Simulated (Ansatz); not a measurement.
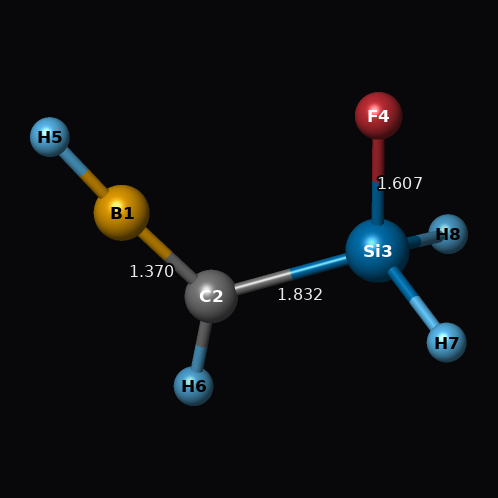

The numbers beside the sticks are distances in Å. Sticks don't show bond order. The geometry was computed by an optimisation with PBE0-D4/def2-TZVP. No frequency run is at hand to confirm it as a minimum.

> Which of the marked bonds are single, double, triple or aromatic?

B1–C2 double; C2–Si3 single; Si3–F4 single.

> Give the structure as SMILES.

[H]/B=C\[SiH2]F
